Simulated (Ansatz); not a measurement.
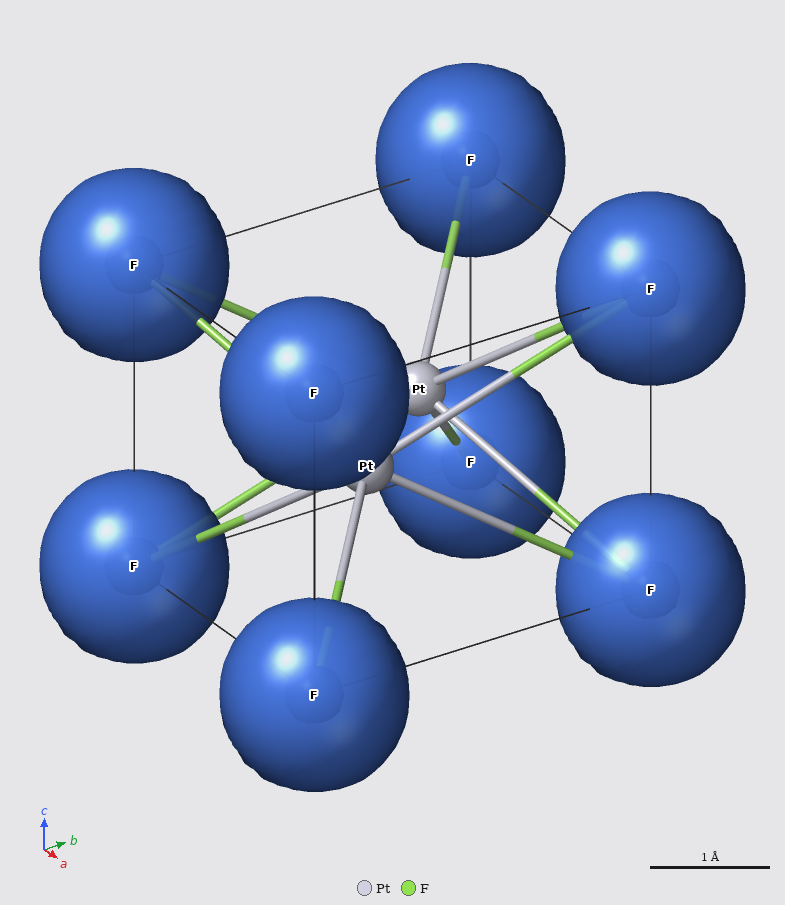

Figure 1: Pt₂F. Isosurface of the ELF at 0.65 (blue), seen slightly off an axis. Core shells and regions of very low density are left out. Sticks mark near contacts.

Space group P6/mmm; a structure generated by program, which may or may not match a known phase; computed without spin polarisation.

Computed with DFT PBE, scalar-relativistic, plane waves, PAW in Ansatz.

Identify the bonds, lone pairs and shells in this picture.

Answer. The surface consists of one region wrapped around F (its valence shell), counted in one cell of 3 atoms. Regions shared between cells count once. Profiles from the grid: Pt–F (2.88 Å): the ELF is about 0.10 at the midpoint; no localised pair shows between them.

How much charge does the calculation move between the atoms?

Answer. Electrons move from Pt towards F. Bader charges: Pt +0.30 and F −0.61 e.
